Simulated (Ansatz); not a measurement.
## Grüneisen parameters and expansion of Mg3SiO (hypothetical, Pm-3m)

Aim: how the vibrations of Mg3SiO (hypothetical) shift with volume, and the expansion that follows. The crystal structure is hypothetical: it was made by swapping elements on a known structure type.

Program: Ansatz 0.2.0. Level of theory: DFT PBEsol, scalar-relativistic, plane waves, PAW. Results are calculated unless marked as measured.

## (1) The structure

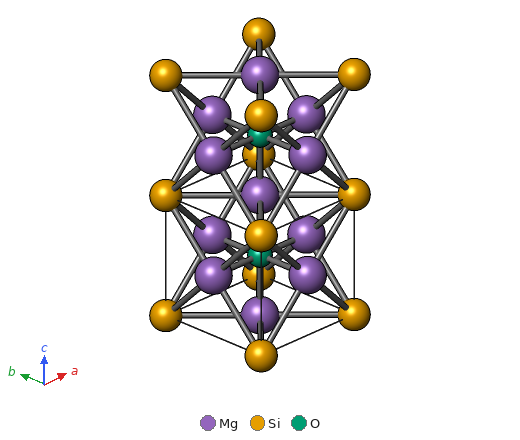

The cell as given, from a free direction (magnesium purple, silicon orange, oxygen teal). 1×1×2 cells are drawn. Some periodic images of atoms are drawn too.

## (2) A first coarse run

A cheap single point shows whether the cell is a metal or an insulator and how far it is from rest; that sets the k-mesh and the occupations of what follows.

input.yaml reads:

```yaml
crystal:
  lattice:
    - [4.06196, 0.0, 0.0]
    - [0.0, 4.06196, 0.0]
    - [0.0, 0.0, 4.06196]
  atoms:
    - { symbol: Mg, position: [0.0, 0.5, 0.5] }
    - { symbol: Mg, position: [0.5, 0.0, 0.5] }
    - { symbol: Mg, position: [0.5, 0.5, 0.0] }
    - { symbol: Si, position: [0.0, 0.0, 0.0] }
    - { symbol: O, position: [0.5, 0.5, 0.5] }
kpoints:
  mp_grid: { grid: [4, 4, 4] }
hamiltonian:
  xc: pbesol
scf:
  occupations: { method: gaussian, width: 0.1 }
output:
  forces: true
  stress: true
  eigenvalues: true
```

Launch:

```bash
ansatz run input.yaml --threads 4 --pin off --max-ram 16384MiB --backend cpu --events-out ev --progress --plain --runs-dir out
```

Numbers of over 12 decimals in the logs are rounded to 6 here.

The log of the run:

```text
Engine: ansatz 0.2.0, aarch64-unknown-linux-gnu
Pseudopotentials: kind: paw
Pseudopotential: Mg, paw, valence charge 10, recommended cutoff 420 eV (normal), Mg.paw.azcp
Pseudopotential: Si, paw, valence charge 4, recommended cutoff 420 eV (normal), Si.paw.azcp
Pseudopotential: O, paw, valence charge 6, recommended cutoff 420 eV (normal), O.paw.azcp
Functional definition: PBEsol
  exchange = pbesol_x
  correlation = pbesol_c
Crystal: 5 atoms, lattice volume = 67.020 Å³
Basis set: ecut = 420 eV, 1357 PW (Γ), exchange–correlation on 60×60×60 points (8 copies of the dense FFT grid, shifted against one another)
Bands: 25, of which v1, the nominal top of the filled ones, is band 20 counted from 1 (19 counted from 0)
Symmetry: 48 space group operations
Space group: Pm-3m (ITA 221), of the structure as read, at distance tolerance 4.1e-5 Å
k-points: 10 of 64
Non-local potential: Mg, projectors of the file, l = 0: 3, l = 1: 2, l = 2: 1
Non-local potential: Si, projectors of the file, l = 0: 2, l = 1: 2, l = 2: 2
Non-local potential: O, projectors of the file, l = 0: 2, l = 1: 2, l = 2: 1
PAW form: soft (Blöchl's): semilocal exchange-correlation on the pseudo side does not see the compensation charge
PAW frozen core: Mg, regenerated for the run's functional, and the local potential with it (the file was generated under x = pbe(κ = 0.804, μ = 0.219515), c = pbe(β = 0.066725))
PAW frozen core: Si, regenerated for the run's functional, and the local potential with it (the file was generated under x = pbe(κ = 0.804, μ = 0.219515), c = pbe(β = 0.066725))
PAW frozen core: O, regenerated for the run's functional, and the local potential with it (the file was generated under x = pbe(κ = 0.804, μ = 0.219515), c = pbe(β = 0.066725))
PAW one-centre angular grid: Mg, 110 points (default); XC on 64 Gauss nodes
PAW one-centre angular grid: Si, 110 points (default); XC on 64 Gauss nodes
PAW one-centre angular grid: O, 110 points (default); XC on 64 Gauss nodes
Initial density: superposition of atomic densities (neutral atoms: chi_scale 0, normalization atom), corrected by the library's trained network
Initial wavefunctions: pseudopotential atomic-orbital guess
Functional: x = pbesol(κ = 0.804, μ = 0.123457), c = pbesol(β = 0.046)
SCF iter   1: F=—  HF=-6920.863148 eV  |F-HF|=—  |Δ(HF+E_count)|=         —  Δρ=1.02e-2  dr2=6.90e-2  ethr=1.77e-3  ⟨swp⟩=5.6  Hψ=1113  notcnv=0
preconditioner: auto → Resta (q_TF=auto, 2.503 Å⁻¹)  ε∞=4.8  [insulator: Δε(μ)=0.384 eV  Ē_g=8.676 eV  σ=0.100 eV  W_gap=0.99  n_scr=18 (ndim 8)  ℏωp=17.0 eV  f_vac=0.000  D(μ)=0.03/eV (n_scr^D=0)  ε∞_Penn≈4.8]
SCF iter   2: F=—  HF=-6920.844588 eV  |F-HF|=—  |Δ(HF+E_count)|=   1.86e-2  Δρ=2.80e-3  dr2=2.37e-3  ethr=1.73e-4  ⟨swp⟩=2.0  Hψ=441  notcnv=0  defer=4
SCF iter   3: F=—  HF=-6920.843896 eV  |F-HF|=—  |Δ(HF+E_count)|=   6.92e-4  Δρ=9.92e-4  dr2=6.27e-4  ethr=5.91e-6  ⟨swp⟩=2.0  Hψ=300  notcnv=0  defer=4
SCF iter   4: F=—  HF=-6920.843689 eV  |F-HF|=—  |Δ(HF+E_count)|=   2.06e-4  Δρ=2.72e-4  dr2=5.47e-5  ethr=1.57e-6  ⟨swp⟩=2.3  Hψ=312  notcnv=0  defer=4
SCF iter   5: F=—  HF=-6920.843462 eV  |F-HF|=—  |Δ(HF+E_count)|=   2.27e-4  Δρ=3.99e-5  dr2=9.87e-7  ethr=1.37e-7  ⟨swp⟩=2.0  Hψ=308  notcnv=0  defer=4
SCF iter   6: F=-6920.843462 eV  HF=-6920.843462 eV  |F-HF|=2.81e-9  |Δ(HF+E_count)|=   1.08e-7  Δρ=4.02e-6  dr2=7.63e-9  ethr=2.50e-10  ⟨swp⟩=8.3  Hψ=1117  notcnv=0
SCF 1 converged in 6 iterations: F = -6920.843462 eV  dr2 = 7.63e-9
  greatest PAW one-centre occupation: 1.000 electrons in one spin orbital (limit 2), on the Mg atom at site 2 (counted from 0), in its partial waves of l = 0
SCF converged after 6 iterations
Free energy (F): -6920.843462 eV
Harris-Foulkes:  -6920.843462 eV  (|F-HF|=2.81e-9)
Internal energy: -6920.843427 eV  (E = F + TS)
E sigma→0 (E₀):  -6920.843445 eV
Entropy (-TS):   -0.000035 eV (-0.007 meV/atom)
Fermi energy:    9.827762 eV
--- Per-component energies (eV) ---
  E_band       = -945.054651
  E_kinetic    = 453.128752
  E_local      = -5127.527493  (includes V_loc(G=0)·N_el)
  E_nonlocal   = 362.033471
  E_hartree    = 1870.831358
  E_xc         = -218.888659
  E_vxc        = -259.036557  (∫ρ·V_xc dr)
  E_paw        = -1493.661207  (= ΣΔE_a)
  E_vpaw       = -115.317533  (= ΣTr[D̂ρ^β])
  E_aug_tail   = 0.002461  (compensation charges beyond the density's cutoff)
  E_ewald      = -2767.005545
  E_core_change = 0.243435  (= ΣΔE_core)
  E_smearing   = -0.000035  (= −TS)
  E_closure    = -0.000000  (closes the sum)
  Σ components = -6920.843462   (vs F -6920.843462, Δ=0.00e0)
--- Forces (eV/Å), atoms counted from 1 ---
  atom   1  Mg     0.00000000    -0.00000000     0.00000000
  atom   2  Mg     0.00000000    -0.00000000     0.00000000
  atom   3  Mg     0.00000000    -0.00000000     0.00000000
  atom   4  Si    -0.00000000     0.00000000     0.00000000
  atom   5  O      0.00000000    -0.00000000    -0.00000000
  max |Σ_I F_I| component: 7.46e-29 eV/Å
--- Stress (GPa, compression-positive) ---
        9.871467       0.000000       0.000000
        0.000000       9.871467       0.000000
       -0.000000       0.000000       9.871467
  P = ⅓ Tr σ = 9.8715 GPa (98.715 kbar)
--- Band table (eV; the first three rows and the last of 10) ---
  k-point 0: bands = [... 16 lower, 3.1608, 9.3857, 9.3857, 9.3857, 10.3816, 10.3816, 12.5194, 15.5917, ... 1 higher]
  k-point 1: bands = [... 16 lower, 3.3201, 6.8129, 9.2407, 9.2407, 10.8089, 12.1714, 14.5334, 14.5334, ... 1 higher]
  k-point 2: bands = [... 16 lower, 4.2147, 4.7755, 9.0739, 9.0739, 11.4362, 13.4944, 14.0156, 14.0156, ... 1 higher]
  k-point 9: bands = [... 16 lower, 3.2934, 6.0738, 6.0738, 6.0738, 11.7522, 11.7522, 11.7522, 14.9754, ... 1 higher]
```

Elapsed: 1 s, on 4 threads of Arm Neoverse V1, shared host; peak memory 0.3 GiB.

In the SCF lines HF is the Harris–Foulkes energy and dr2 the Hartree energy of the density residual, in eV; the loop may stop once dr2 is under the threshold and the program's other checks hold. Hψ counts applications of the Hamiltonian.

A gap read on the k-mesh alone can miss the band edges.

Numbers from this step:

```yaml
pressure: 9.871 GPa
volume_per_atom: 13.40 Å³
gap_on_the_k_mesh: 0.4478 eV
```

The start is under 9.9 GPa at this level and looks like an insulator or semiconductor on this mesh.

## (3) A loose first relaxation

The start is far from rest, so a relaxation with loose thresholds first brings it near the minimum.

Edit input.yaml of step 2 so:

```diff
@@ -12,3 +12,3 @@
 kpoints:
-  mp_grid: { grid: [4, 4, 4] }
+  mp_grid: { grid: [6, 6, 6] }
 hamiltonian:
@@ -21 +21,6 @@
   eigenvalues: true
+relax:
+  adjacent_minimum: "off"
+  f_tol: 0.05
+  max_steps: 80
+  cell: { stress_tol: 0.5 }
```

The log of the run:

```text
[...]
Crystal: 5 atoms, lattice volume = 67.020 Å³
Basis set: ecut = 420 eV, 1357 PW (Γ), exchange–correlation on 60×60×60 points (8 copies of the dense FFT grid, shifted against one another)
Bands: 25, of which v1, the nominal top of the filled ones, is band 20 counted from 1 (19 counted from 0)
Symmetry: 48 space group operations
[...]
k-points: 20 of 216
[...]
SCF iter   1: F=—  HF=-6920.972045 eV  |F-HF|=—  |Δ(HF+E_count)|=         —  Δρ=1.05e-2  dr2=7.87e-2  ethr=1.77e-3  ⟨swp⟩=5.5  Hψ=2236  notcnv=0
[...]
SCF iter   7: F=-6920.949367 eV  HF=-6920.949367 eV  |F-HF|=1.46e-11  |Δ(HF+E_count)|=   3.25e-9  Δρ=6.56e-7  dr2=1.72e-10  ethr=4.52e-11  ⟨swp⟩=2.0  Hψ=1584  notcnv=0
SCF 1 converged in 7 iterations: F = -6920.949367 eV  dr2 = 1.72e-10
[...]
relax step   1: F+E_penalty+E_count = -6920.94936716 eV  Δ(F+E_penalty+E_count) = +0.000e0 eV  max|allowed force component| = 3.635e-29 eV/Å  Δτ_max = 0.0000 Å  P = +9.468 GPa  Ω = 67.020 Å³  (7 SCF iters, dr2 threshold 1.00e-7 eV, accepted)
Crystal: 5 atoms, lattice volume = 70.702 Å³
[...]
iter 1 solved again at ethr=1.52e-5 eV; its pass at ethr=3.10e-3 eV (dr2=6.08e-3 eV) is discarded
[...]
SCF iter   6: F=-6921.090503 eV  HF=-6921.090503 eV  |F-HF|=8.24e-9  |Δ(HF+E_count)|=   4.23e-7  Δρ=8.02e-6  dr2=3.94e-8  ethr=1.25e-9  ⟨swp⟩=5.5  Hψ=2019  notcnv=0
SCF 2 converged in 6 iterations: F = -6921.090503 eV  dr2 = 3.94e-8
[...]
relax step   2: F+E_penalty+E_count = -6921.09050262 eV  Δ(F+E_penalty+E_count) = -1.411e-1 eV  max|allowed force component| = 5.325e-30 eV/Å  Δτ_max = 0.0000 Å  P = +3.444 GPa  Ω = 70.702 Å³  energy of the carried Pulay correction = -4.281e-3 eV  (6 SCF iters, dr2 threshold 5.00e-7 eV, accepted)
Crystal: 5 atoms, lattice volume = 72.993 Å³
Basis set: ecut = 420 eV, 1365 PW (Γ), exchange–correlation on 60×60×60 points (8 copies of the dense FFT grid, shifted against one another)
[...]
SCF iter   6: F=-6921.114828 eV  HF=-6921.114828 eV  |F-HF|=1.53e-7  |Δ(HF+E_count)|=   1.21e-6  Δρ=1.21e-5  dr2=2.27e-7  ethr=1.25e-9  ⟨swp⟩=3.5  Hψ=2142  notcnv=0
SCF 3 converged in 6 iterations: F = -6921.114828 eV  dr2 = 2.27e-7
[...]
relax step   3: F+E_penalty+E_count = -6921.11482785 eV  Δ(F+E_penalty+E_count) = -2.433e-2 eV  max|allowed force component| = 3.279e-29 eV/Å  Δτ_max = 0.0000 Å  P = +0.393 GPa  Ω = 72.993 Å³  energy of the carried Pulay correction = -6.832e-3 eV  (6 SCF iters, dr2 threshold 5.00e-7 eV, accepted)
[...]
relax step   4: F+E_penalty+E_count = -6921.12578841 eV  Δ(F+E_penalty+E_count) = -1.096e-2 eV  max|allowed force component| = 6.132e-29 eV/Å  Δτ_max = 0.0000 Å  P = +0.631 GPa  Ω = 72.993 Å³  stress off target by 6.31e-1 GPa  SCF on the basis re-selected at this cell (its energy is not comparable with the rows above)  (5 SCF iters)
[...]
relax step   5: F+E_penalty+E_count = -6921.12628841 eV  Δ(F+E_penalty+E_count) = -5.000e-4 eV  max|allowed force component| = 6.705e-30 eV/Å  Δτ_max = 0.0000 Å  P = +0.056 GPa  Ω = 73.485 Å³  energy of the carried Pulay correction = -5.481e-4 eV  (5 SCF iters, dr2 threshold 5.00e-7 eV, accepted)
[...]
SCF iter   3: F=-6921.126678 eV  HF=-6921.126678 eV  |F-HF|=1.11e-9  |Δ(HF+E_count)|=   1.55e-8  Δρ=2.73e-6  dr2=3.41e-9  ethr=1.25e-11  ⟨swp⟩=3.5  Hψ=2090  notcnv=0
SCF 6 converged in 3 iterations: F = -6921.126678 eV  dr2 = 3.41e-9
relax step   6: F+E_penalty+E_count = -6921.12667814 eV  Δ(F+E_penalty+E_count) = -3.897e-4 eV  max|allowed force component| = 1.603e-29 eV/Å  Δτ_max = 0.0000 Å  P = +0.059 GPa  Ω = 73.485 Å³  stress off target by 5.94e-2 GPa  SCF on the basis re-selected at this cell (its energy is not comparable with the rows above)  (3 SCF iters)
[...]
SCF converged after 3 iterations
Free energy (F): -6921.126678 eV
[...]
Internal energy: -6921.123461 eV  (E = F + TS)
E sigma→0 (E₀):  -6921.125069 eV
Entropy (-TS):   -0.003218 eV (-0.644 meV/atom)
Fermi energy:    8.759387 eV
[...]
--- Stress (GPa, compression-positive) ---
        0.059378       0.000000      -0.000000
        0.000000       0.059378      -0.000000
       -0.000000      -0.000000       0.059378
  P = ⅓ Tr σ = 0.0594 GPa (0.594 kbar)
--- Band table (eV; the first three rows and the last of 20) ---
  k-point 0: bands = [... 16 lower, 2.4696, 8.3175, 8.3175, 8.3175, 9.3530, 9.3530, 10.6091, 14.4690, ... 1 higher]
  k-point 1: bands = [... 16 lower, 2.5046, 6.7444, 8.2679, 8.2679, 9.5501, 10.2693, 12.0074, 13.7284, ... 1 higher]
  k-point 2: bands = [... 16 lower, 2.7856, 5.0271, 8.1539, 8.1539, 10.0644, 11.2253, 12.9709, 12.9709, ... 1 higher]
  k-point 19: bands = [... 16 lower, 2.3365, 5.2896, 5.2896, 5.2896, 10.4948, 10.4948, 10.4948, 13.3166, ... 1 higher]
--- Relaxed structure (4 steps of the walk, 4 accepted, 2 SCFs on fresh bases) ---
  F+E_penalty+E_count = -6921.12667814 eV   max|allowed force component| = 1.603e-29 eV/Å   (the final SCF, on the basis selected at the relaxed cell)
  cell:  # Å, volume = 73.4850 Å³
    - [4.188574, 0, 0]
    - [0, 4.188574, 0.0]
    - [0, 0.0, 4.188574]
  atoms:
    - { symbol: Mg, position: [0, 0.5, 0.5] }
    - { symbol: Mg, position: [0.5, 0, 0.5] }
    - { symbol: Mg, position: [0.5, 0.5, 0] }
    - { symbol: Si, position: [0, 0, 0] }
    - { symbol: O, position: [0.5, 0.5, 0.5] }
```

Wall time 4.4 s (4 threads); peak memory 0.36 GiB.

Step by step:

```
step  energy less that of the first step (eV)  largest force component (eV/Å)  pressure (GPa)  volume (Å³)
   1                                   0.0000                          0.0000            9.47        67.02
   2                                  -0.1411                          0.0000            3.44        70.70
   3                                  -0.1655                          0.0000            0.39        72.99
  4*                                  -0.1764                          0.0000            0.63        72.99
   5                                  -0.1769                          0.0000            0.06        73.48
  6*                                  -0.1773                          0.0000            0.06        73.48
```

Relaxation steps marked * repeat the geometry before them on a plane-wave basis chosen anew for their cell, so energy and pressure can jump there.

The run keeps the 48 symmetry operations that it works with, so distortions that break them were not tested.

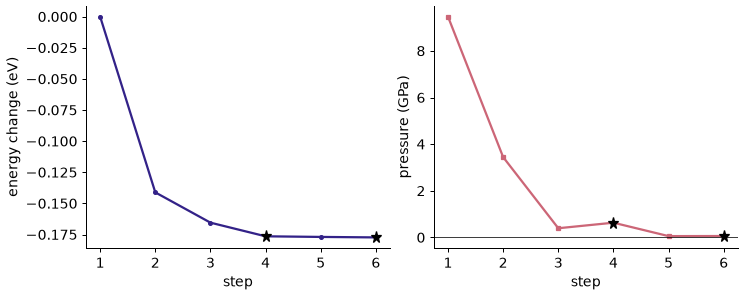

Energy and pressure along the relaxation. Stars mark steps on a basis chosen anew.

```
conventional cell, symmetrised  before  after  change
                         a (Å)   4.062  4.189  +3.1 %
                         b (Å)   4.062  4.189  +3.1 %
                         c (Å)   4.062  4.189  +3.1 %
              volume (Å³/atom)   13.40  14.70  +9.6 %
```

Final coordinates:

```xyz
5
Lattice="4.1886 0.0000 0.0000 0.0000 4.1886 0.0000 0.0000 0.0000 4.1886" Properties=species:S:1:pos:R:3 pbc="T T T"
Mg    0.0000    2.0943    2.0943
Mg    2.0943    0.0000    2.0943
Mg    2.0943    2.0943    0.0000
Si    0.0000    0.0000    0.0000
O     2.0943    2.0943    2.0943
```

This step gave:

* pressure: 0.05938 GPa
* volume per atom: 14.70 Å³
* gap on the k-mesh: 0.1101 eV

The relaxation ends with a pressure of 0.06 GPa.

## (4) Finding the static equilibrium

The vibrations must be taken about the equilibrium of this functional, not about the starting cell, so the structure is relaxed.

input.yaml reads:

```yaml
crystal:
  lattice:
    - [4.1885741001, 0.0, 0.0]
    - [0.0, 4.1885741001, 0.0]
    - [0.0, 0.0, 4.1885741001]
  atoms:
    - { symbol: Mg, position: [0.0, 0.5, 0.5] }
    - { symbol: Mg, position: [0.5, 0.0, 0.5] }
    - { symbol: Mg, position: [0.5, 0.5, 0.0] }
    - { symbol: Si, position: [0.0, 0.0, 0.0] }
    - { symbol: O, position: [0.5, 0.5, 0.5] }
kpoints:
  mp_grid: { grid: [8, 8, 8] }
hamiltonian:
  xc: pbesol
scf:
  occupations: { method: gaussian, width: 0.01 }
output:
  forces: true
  stress: true
  eigenvalues: true
relax:
  adjacent_minimum: "off"
  f_tol: 0.005
  max_steps: 80
  cell: { stress_tol: 0.05 }
```

The log of the run:

```text
[...]
Crystal: 5 atoms, lattice volume = 73.485 Å³
Basis set: ecut = 420 eV, 1365 PW (Γ), exchange–correlation on 60×60×60 points (8 copies of the dense FFT grid, shifted against one another)
Bands: 25, of which v1, the nominal top of the filled ones, is band 20 counted from 1 (19 counted from 0)
Symmetry: 48 space group operations
[...]
k-points: 35 of 512
[...]
cell:  # Å, volume = 73.4850 Å³
    - [4.1885741001, 0.0, 0.0]
    - [0.0, 4.1885741001, 0.0]
    - [0.0, 0.0, 4.1885741001]
  atoms:
    - { symbol: Mg, position: [0.0, 0.500000, 0.500000] }
    - { symbol: Mg, position: [0.500000, 0.0, 0.500000] }
    - { symbol: Mg, position: [0.500000, 0.500000, 0.0] }
    - { symbol: Si, position: [0.0, 0.0, 0.0] }
    - { symbol: O, position: [0.500000, 0.500000, 0.500000] }
[key lines of the parts left out:]
SCF converged after 5 iterations
Free energy (F): -6921.143066 eV
Fermi energy:    8.802043 eV
P = ⅓ Tr σ = 0.0302 GPa (0.302 kbar)
```

Run time: 2.3 s. Hardware: 4 threads; peak memory 0.39 GiB; 8.2 s of CPU time.

Little changed from the start: no atom moved by 0.005 Å and no cell edge by 0.1 %.

This step gave:

```yaml
pressure: 0.03018 GPa
gap_on_the_k_mesh: 0 eV
```

(Continued in part 2 of 4.)

[Logs are printed without paths, hosts, clocks, repeated set-up lines and the standing remarks that a program may print on its own settings, such as how far it seeks lower states.]

[Hosts, paths, dates, database ids (printed as entryN), source tags and the programs' standing remarks are cut or masked in the printed files.]

[A step with changed settings may run another functional than the one named; its input shows which.]

[Of the runs on displaced cells, only some may be shown.]
